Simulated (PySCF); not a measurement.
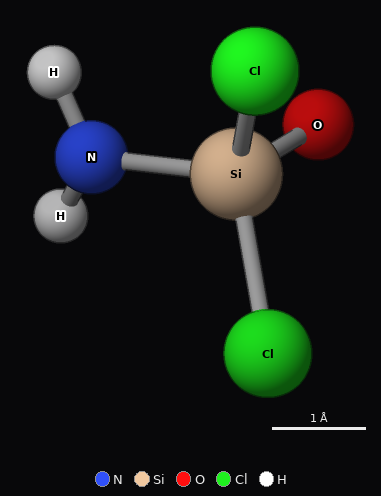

*The input geometry (ball-and-stick view, seen at a tilt).*

Bond lengths as drawn: Cl–Si 2.03 Å, H–N 1.01 Å, N–Si 1.71 Å and O–Si 1.62 Å.

## Energy and gradient calculation of SiNH2Cl2O (part 1 of 2)

System: SiNH2Cl2O, multiplicity 2.
Method: B3LYP/6-31G*, UKS (PySCF 2.14.0).

The geometry comes from this level: PBE0-D4/def2-TZVP.

**The program's output**
```
PySCF version 2.14.0

[INPUT] num. atoms = 7
[INPUT] num. electrons = 65
[INPUT] charge = 0
[INPUT] spin (= nelec alpha-beta = 2S) = 1
[INPUT] symmetry False subgroup None
[INPUT] Mole.unit = bohr
[INPUT] Symbol           X                Y                Z      unit          X                Y                Z       unit  Magmom
[INPUT]  1 N      0.429999876404  -0.083199886987   0.976600246993 AA    0.812582000000  -0.157225000000   1.845507000000 Bohr   0.0
[INPUT]  2 Si    -0.271600203505   0.056200207331  -0.572499890824 AA   -0.513250000000   0.106203000000  -1.081868000000 Bohr   0.0
[INPUT]  3 O      0.783100249694  -0.791699908549  -1.455699830912 AA    1.479845000000  -1.496096000000  -2.750874000000 Bohr   0.0
[INPUT]  4 Cl    -2.137300187311  -0.738800179482  -0.562700058055 AA   -4.038912000000  -1.396130000000  -1.063349000000 Bohr   0.0
[INPUT]  5 Cl    -0.384500161454   2.009200143155  -1.107200124294 AA   -0.726600000000   3.796838000000  -2.092305000000 Bohr   0.0
[INPUT]  6 H      1.264300137963   0.438800093421   1.199799786078 AA    2.389181000000   0.829212000000   2.267293000000 Bohr   0.0
[INPUT]  7 H      0.377400190816  -0.958599754987   1.475900112585 AA    0.713183000000  -1.811491000000   2.789047000000 Bohr   0.0

nuclear repulsion = 364.15270186947
number of shells = 40
number of NR pGTOs = 215
number of NR cGTOs = 86
basis = 6-31g*
ecp = {}

******** <class 'pyscf.dft.uks.UKS'> ********
method = UKS
initial guess = minao
damping factor = 0
level_shift factor = 0
DIIS = <class 'pyscf.scf.diis.CDIIS'>
diis_start_cycle = 1
diis_space = 8
diis_damp = 0
SCF conv_tol = 1e-10
SCF conv_tol_grad = None
SCF max_cycles = 50
direct_scf = True
direct_scf_tol = 1e-13
number electrons alpha = 33  beta = 32
XC library pyscf.dft.libxc version 7.0.0
    S. Lehtola, C. Steigemann, M. J.T. Oliveira, and M. A.L. Marques.,  SoftwareX 7, 1–5 (2018)
XC functionals = b3lyp
    P. J. Stephens, F. J. Devlin, C. F. Chabalowski, and M. J. Frisch.,  J. Phys. Chem. 98, 11623 (1994)
radial grids:
    Treutler-Ahlrichs [JCP 102, 346 (1995); DOI:10.1063/1.469408] (M4) radial grids

becke partition: Becke, JCP 88, 2547 (1988); DOI:10.1063/1.454033
pruning grids: <function nwchem_prune>
grids dens level: 5
symmetrized grids: False
atomic radii adjust function: <function treutler_atomic_radii_adjust>
small_rho_cutoff = 0
Set gradient conv threshold to 1e-05
tot grids = 261824
init E= -1341.65698382335
  alpha nocc = 33  HOMO = -0.31627474469683  LUMO = -0.0239896481662436
  beta  nocc = 32  HOMO = -0.368114344028737  LUMO = -0.316274744696831

WARN: HOMO -0.31627474469683 >= LUMO -0.316274744696831

cycle= 1 E= -1340.822857399  delta_E= 0.834  |g|= 0.765  |ddm|= 1.93
  alpha nocc = 33  HOMO = -0.0514466146030115  LUMO = -0.00970020345251577
  beta  nocc = 32  HOMO = -0.0630181711601696  LUMO = -0.0497510866670803
  HOMO = -0.051446614603  LUMO = -0.0497510866671  gap/eV = 0.04614
cycle= 2 E= -1336.18588206331  delta_E= 4.64  |g|= 2.45  |ddm|= 6.74
  alpha nocc = 33  HOMO = -0.293896111899366  LUMO = 0.00233925366228327
  beta  nocc = 32  HOMO = -0.28492172991728  LUMO = -0.227651325005892
  HOMO = -0.284921729917  LUMO = -0.227651325006  gap/eV = 1.55841
cycle= 3 E= -1341.09011821249  delta_E= -4.9  |g|= 0.244  |ddm|= 6.57
  alpha nocc = 33  HOMO = -0.255982907597397  LUMO = 0.00289700268499526
  beta  nocc = 32  HOMO = -0.246659825494784  LUMO = -0.187060858286236
  HOMO = -0.246659825495  LUMO = -0.187060858286  gap/eV = 1.62177
cycle= 4 E= -1341.0918621512  delta_E= -0.00174  |g|= 0.336  |ddm|= 0.65
  alpha nocc = 33  HOMO = -0.278789353665252  LUMO = 0.00997780529511427
  beta  nocc = 32  HOMO = -0.269248048385882  LUMO = -0.177483771889964
  HOMO = -0.269248048386  LUMO = -0.17748377189  gap/eV = 2.49703
cycle= 5 E= -1341.13322758674  delta_E= -0.0414  |g|= 0.171  |ddm|= 0.201
  alpha nocc = 33  HOMO = -0.301527629343818  LUMO = 0.0132732143942658
  beta  nocc = 32  HOMO = -0.290333456817505  LUMO = -0.186872892215724
  HOMO = -0.290333456818  LUMO = -0.186872892216  gap/eV = 2.81531
cycle= 6 E= -1341.14198938469  delta_E= -0.00876  |g|= 0.112  |ddm|= 0.113
  alpha nocc = 33  HOMO = -0.316044778553016  LUMO = 0.0167057340552819
  beta  nocc = 32  HOMO = -0.303607241560969  LUMO = -0.18367331323231
  HOMO = -0.303607241561  LUMO = -0.183673313232  gap/eV = 3.26357
cycle= 7 E= -1341.14762190276  delta_E= -0.00563  |g|= 0.0344  |ddm|= 0.102
  alpha nocc = 33  HOMO = -0.321268737064878  LUMO = 0.015561665306453
  beta  nocc = 32  HOMO = -0.309787438890578  LUMO = -0.186574980267504
  HOMO = -0.309787438891  LUMO = -0.186574980268  gap/eV = 3.35278
cycle= 8 E= -1341.14822248267  delta_E= -0.000601  |g|= 0.0044  |ddm|= 0.0461
  alpha nocc = 33  HOMO = -0.320854630347609  LUMO = 0.0162575116667987
  beta  nocc = 32  HOMO = -0.30932926851633  LUMO = -0.185666231157587
  HOMO = -0.309329268516  LUMO = -0.185666231158  gap/eV = 3.36504
cycle= 9 E= -1341.14823468264  delta_E= -1.22e-05  |g|= 0.000919  |ddm|= 0.00628
  alpha nocc = 33  HOMO = -0.320881170736282  LUMO = 0.0160653767963885
  beta  nocc = 32  HOMO = -0.309441478793612  LUMO = -0.185815260585638
  HOMO = -0.309441478794  LUMO = -0.185815260586  gap/eV = 3.36404
cycle= 10 E= -1341.14823548311  delta_E= -8e-07  |g|= 0.000829  |ddm|= 0.00202
  alpha nocc = 33  HOMO = -0.320686730024215  LUMO = 0.0161333981341367
  beta  nocc = 32  HOMO = -0.309495428588968  LUMO = -0.185800418098865
  HOMO = -0.309495428589  LUMO = -0.185800418099  gap/eV = 3.36591
cycle= 11 E= -1341.14823603803  delta_E= -5.55e-07  |g|= 0.000191  |ddm|= 0.00152
  alpha nocc = 33  HOMO = -0.320627102683762  LUMO = 0.0161280754112307
  beta  nocc = 32  HOMO = -0.30952650818119  LUMO = -0.18580042812201
  HOMO = -0.309526508181  LUMO = -0.185800428122  gap/eV = 3.36676
cycle= 12 E= -1341.14823611095  delta_E= -7.29e-08  |g|= 6.05e-05  |ddm|= 0.000646
  alpha nocc = 33  HOMO = -0.320612064401967  LUMO = 0.016129003499096
  beta  nocc = 32  HOMO = -0.309532461088535  LUMO = -0.185803994291728
  HOMO = -0.309532461089  LUMO = -0.185803994292  gap/eV = 3.36682
cycle= 13 E= -1341.14823612215  delta_E= -1.12e-08  |g|= 3.08e-05  |ddm|= 0.000246
  alpha nocc = 33  HOMO = -0.320609872534465  LUMO = 0.0161288186467168
  beta  nocc = 32  HOMO = -0.309536788757593  LUMO = -0.185806736385233
  HOMO = -0.309536788758  LUMO = -0.185806736385  gap/eV = 3.36687
cycle= 14 E= -1341.14823612456  delta_E= -2.42e-09  |g|= 1.67e-05  |ddm|= 0.000138
  alpha nocc = 33  HOMO = -0.320610850320349  LUMO = 0.0161289187208915
  beta  nocc = 32  HOMO = -0.309533360426503  LUMO = -0.185804477346584
  HOMO = -0.309533360427  LUMO = -0.185804477347  gap/eV = 3.36683
cycle= 15 E= -1341.14823612472  delta_E= -1.6e-10  |g|= 9.95e-06  |ddm|= 3.17e-05
  alpha nocc = 33  HOMO = -0.320607874907474  LUMO = 0.0161288155409278
  beta  nocc = 32  HOMO = -0.309534950976559  LUMO = -0.185804117475855
  HOMO = -0.309534950977  LUMO = -0.185804117476  gap/eV = 3.36689
cycle= 16 E= -1341.14823612482  delta_E= -9.53e-11  |g|= 4.58e-06  |ddm|= 3.19e-05
  alpha nocc = 33  HOMO = -0.320610159193196  LUMO = 0.016128653409333
  beta  nocc = 32  HOMO = -0.309534678051287  LUMO = -0.185805031444164
  HOMO = -0.309534678051  LUMO = -0.185805031444  gap/eV = 3.36686
```

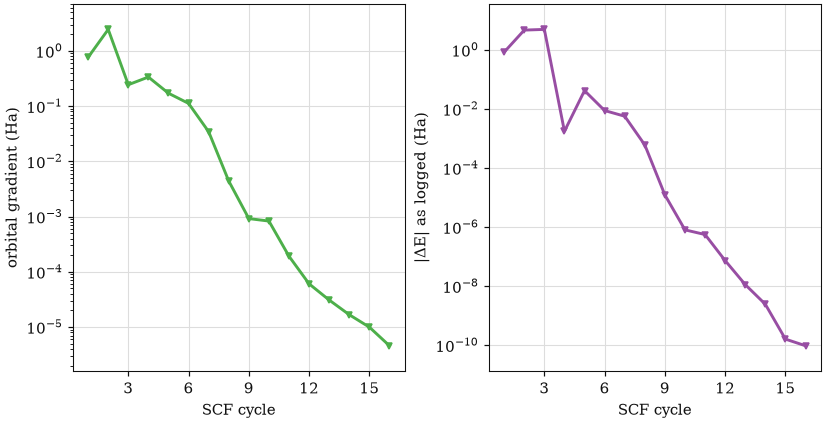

*Convergence of the self-consistent field: orbital gradient and size of the energy change against the SCF cycle.*

The residual comes down, with one marked jump up, by a factor of about 3, at step 2.

```
Extra cycle  E= -1341.1482361248  delta_E= 2.14e-11  |g|= 8.16e-06  |ddm|= 1.12e-05
converged SCF energy = -1341.1482361248  <S^2> = 0.75683805  2S+1 = 2.0068264
E = -1341.1482361248 Eh

******** <class 'pyscf.grad.uks.Gradients'> for <class 'pyscf.dft.uks.UKS'> ********
unit = Eh/Bohr
grid_response = False
--------------- UKS gradients ---------------
         x                y                z
0 N    -0.0003502222    -0.0012690189    -0.0077005718
1 Si     0.0000964961     0.0014408628     0.0076178962
2 O    -0.0057385575     0.0045152150     0.0042559631
3 Cl     0.0097726837     0.0039611187    -0.0011659902
4 Cl     0.0005973588    -0.0104906721     0.0017113454
5 H    -0.0044159372    -0.0025691551    -0.0016712535
6 H     0.0000266690     0.0044107696    -0.0030493456
----------------------------------------------
**** SCF Summaries ****
Total Energy =                       -1341.148236124796995
Nuclear Repulsion Energy =             364.152701869469922
One-electron Energy =                -2576.869896571387017
Two-electron Energy =                  871.568958577120156
Two-electron Coulomb Energy =          965.427971788970467
DFT Exchange-Correlation Energy =      -93.859013211850254
HOMO-LUMO gap [eV] =                     3.366855175944605
**** MO energy ****
                             alpha | beta                alpha | beta
MO #1   energy= -101.534465111595  | -101.534402318458  occ= 1 | 1
MO #2   energy= -101.534435034704  | -101.534373016015  occ= 1 | 1
MO #3   energy= -66.2244495932124  | -66.2247041318238  occ= 1 | 1
MO #4   energy= -19.1876816489921  | -19.1683117900408  occ= 1 | 1
MO #5   energy= -14.3796525643172  | -14.3735256023181  occ= 1 | 1
MO #6   energy= -9.46974697101687  | -9.46969118591776  occ= 1 | 1
MO #7   energy= -9.46971805042819  | -9.46966296422597  occ= 1 | 1
MO #8   energy= -7.23014180249635  | -7.23014160772644  occ= 1 | 1
MO #9   energy= -7.230110562903    | -7.23011067576573  occ= 1 | 1
MO #10  energy= -7.22425298166722  | -7.22404147809418  occ= 1 | 1
MO #11  energy= -7.22422264590456  | -7.22401420169651  occ= 1 | 1
MO #12  energy= -7.22379115955325  | -7.22373014968566  occ= 1 | 1
MO #13  energy= -7.22376212682261  | -7.22370298871996  occ= 1 | 1
MO #14  energy= -5.37393206219106  | -5.37426094816795  occ= 1 | 1
MO #15  energy= -3.73381865461047  | -3.73408339684104  occ= 1 | 1
MO #16  energy= -3.73245986675823  | -3.73291073739418  occ= 1 | 1
MO #17  energy= -3.73154443651514  | -3.73195681673948  occ= 1 | 1
MO #18  energy= -0.994077899229961 | -0.947939168674018 occ= 1 | 1
MO #19  energy= -0.915234132542945 | -0.894688843264803 occ= 1 | 1
MO #20  energy= -0.856300345186876 | -0.853879686850207 occ= 1 | 1
MO #21  energy= -0.836923803940077 | -0.836591099899764 occ= 1 | 1
MO #22  energy= -0.558586135556643 | -0.552676868779837 occ= 1 | 1
MO #23  energy= -0.55579066426805  | -0.551877454517359 occ= 1 | 1
MO #24  energy= -0.468512952896076 | -0.460174481998951 occ= 1 | 1
MO #25  energy= -0.428396210665812 | -0.426970694455429 occ= 1 | 1
MO #26  energy= -0.427051447417607 | -0.404793459846574 occ= 1 | 1
MO #27  energy= -0.393001371326373 | -0.360079634492907 occ= 1 | 1
MO #28  energy= -0.360885872462588 | -0.349783605008059 occ= 1 | 1
MO #29  energy= -0.356048973674253 | -0.347049270439265 occ= 1 | 1
MO #30  energy= -0.353299988569917 | -0.336947772247041 occ= 1 | 1
MO #31  energy= -0.339068993130357 | -0.315567153764072 occ= 1 | 1
MO #32  energy= -0.321181117883095 | -0.309534678051287 occ= 1 | 1
MO #33  energy= -0.320610159193196 | -0.185805031444164 occ= 1 | 0
MO #34  energy= 0.0129932691536867 | 0.016128653409333  occ= 0 | 0
MO #35  energy= 0.0427795520899115 | 0.0506740833935106 occ= 0 | 0
MO #36  energy= 0.0705365241915654 | 0.0712032967046206 occ= 0 | 0
MO #37  energy= 0.079012503394122  | 0.0840932147012281 occ= 0 | 0
MO #38  energy= 0.108118498593817  | 0.11023665358625   occ= 0 | 0
MO #39  energy= 0.1439124778228    | 0.149908900007174  occ= 0 | 0
MO #40  energy= 0.178086882542173  | 0.181828361936706  occ= 0 | 0
MO #41  energy= 0.2302278606157    | 0.230118970881855  occ= 0 | 0
MO #42  energy= 0.283536270220316  | 0.286104680811047  occ= 0 | 0
MO #43  energy= 0.306255502164074  | 0.308480332436984  occ= 0 | 0
MO #44  energy= 0.362858375745482  | 0.36260879043264   occ= 0 | 0
MO #45  energy= 0.39516120025007   | 0.39592014661608   occ= 0 | 0
MO #46  energy= 0.426869088765074  | 0.427953812372929  occ= 0 | 0
MO #47  energy= 0.442646503098636  | 0.447479008813862  occ= 0 | 0
MO #48  energy= 0.505499165220457  | 0.508197977436568  occ= 0 | 0
MO #49  energy= 0.508777319938352  | 0.508639016712849  occ= 0 | 0
MO #50  energy= 0.511597795906659  | 0.511562465952336  occ= 0 | 0
MO #51  energy= 0.524432059395002  | 0.532637020939656  occ= 0 | 0
MO #52  energy= 0.584098004318836  | 0.584223697330783  occ= 0 | 0
MO #53  energy= 0.602155451999928  | 0.608637903892747  occ= 0 | 0
MO #54  energy= 0.635776770636369  | 0.640830884396888  occ= 0 | 0
MO #55  energy= 0.701161875445926  | 0.700820105226352  occ= 0 | 0
MO #56  energy= 0.748606310202234  | 0.757850469004654  occ= 0 | 0
MO #57  energy= 0.771549495906352  | 0.781337761112439  occ= 0 | 0
MO #58  energy= 0.823683397217412  | 0.824265119894151  occ= 0 | 0
MO #59  energy= 0.8310685977184    | 0.833648353188939  occ= 0 | 0
MO #60  energy= 0.849100340125134  | 0.84980394265602   occ= 0 | 0
MO #61  energy= 0.858173761758821  | 0.858791474317334  occ= 0 | 0
```
